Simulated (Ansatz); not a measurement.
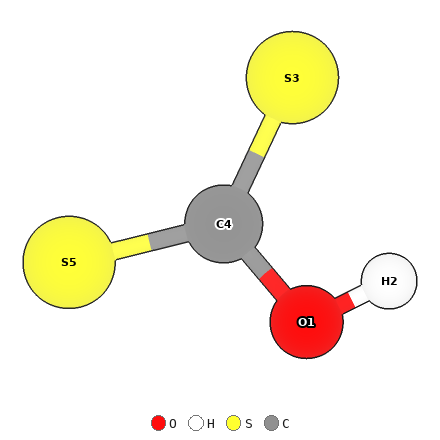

The system is CHOS2, charge −1; the picture shows the reference structure. The first coordinate is: separation of C4 and O1 along their line in the relaxed pair; the second: sideways slip of O1, H2. Nothing is relaxed (both partners rigid). The grid has 13 × 13 points. Points are written as (first, second). All energies are given in kcal/mol relative to the ion and the molecule far apart, frozen as in the relaxed pair, each in its own basis (no counterpoise correction). Energies and slopes of some neighbouring points disagree (a jump in structure or state, or too coarse a mesh). Level of theory: RKS PBE0-D4/def2-SVPD in Ansatz 0.2.0.

Its coordinates:

```yaml
atoms:
  - { symbol: O, position_ang: [0.0362, -0.4284, -0.9895] }
  - { symbol: H, position_ang: [-0.1121, 0.4245, -1.4269] }
  - { symbol: S, position_ang: [-0.2188, 1.5268, 0.6848] }
  - { symbol: C, position_ang: [0.0299, -0.1222, 0.3351] }
  - { symbol: S, position_ang: [0.2649, -1.4007, 1.3964] }
```

Range: separation of C4 and O1 along their line in the relaxed pair from 1.142 to 2.542 Å; sideways slip of O1, H2 from −1.50 to 1.50 Å.

Question: What will the energy surface look like?

Answer: The lowest grid point is at (1.343 Å, 0.00 Å), −120 kcal/mol from the ion and the molecule far apart, frozen as in the relaxed pair, each in its own basis (no counterpoise correction). The highest grid point, (1.142 Å, 1.25 Å), lies 174 kcal/mol above the lowest.

```
second ↓, first →  1.142  1.185  1.256  1.343  1.443  1.553  1.673  1.800  1.936  2.078  2.227  2.381  2.542
             1.50     23     21     17     13      8      1     −8    −14    −19    −21    −23    −23    −23
             1.25     55     45     29     13     −1    −12    −21    −26    −29    −30    −30    −29    −27
             1.00     27     16      0    −15    −26    −34    −39    −41    −41    −40    −38    −35    −32
             0.75    −16    −27    −40    −51    −58    −61    −61    −58    −55    −50    −46    −41    −37
             0.50    −55    −66    −78    −86    −88    −86    −81    −74    −67    −59    −52    −46    −40
             0.25    −78    −91   −105   −111   −110   −104    −95    −85    −74    −65    −56    −49    −42
             0.00    −87   −101   −114   −120   −118   −110    −99    −87    −76    −66    −56    −49    −42
            −0.25    −85    −96   −107   −111   −108   −101    −91    −81    −70    −61    −53    −46    −39
            −0.50    −64    −72    −80    −84    −84    −79    −73    −66    −59    −52    −46    −40    −35
            −0.75    −21    −29    −38    −45    −48    −50    −49    −46    −43    −40    −37    −33    −30
            −1.00     29     20      8     −3    −12    −19    −24    −27    −28    −28    −27    −26    −24
            −1.25     41     36     27     18      9      1     −5    −11    −14    −17    −19    −19    −19
            −1.50      7      5      2     −2     −5     −8    −11    −12    −13    −13    −13    −14    −15
```

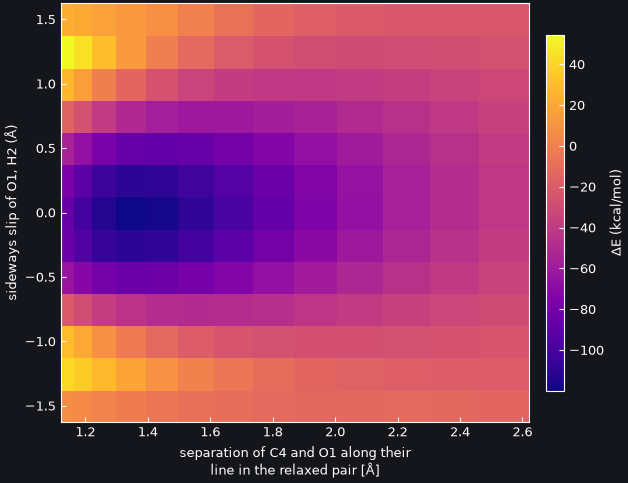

The picture shows one coloured cell a grid point.

Time for the 169 points that were run: 12 min on 1 thread of Arm Neoverse V1, on a shared host.
